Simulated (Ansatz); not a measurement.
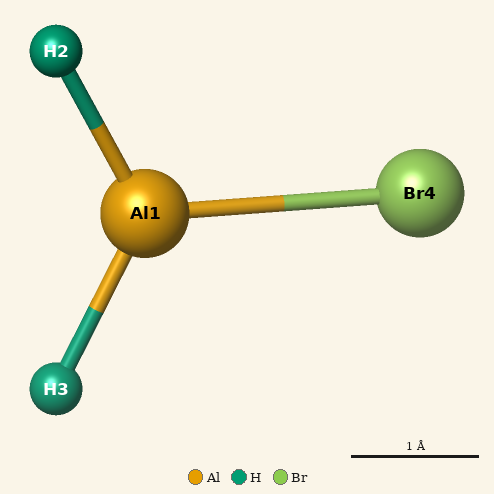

The geometry was computed by an optimisation with PBE0-D4/def2-TZVP.

> What is the geometry at Al1?

Al1 has 3 neighbours (H2 at 1.58, H3 at 1.58, Br4 at 2.26 Å); the arrangement is trigonal planar.
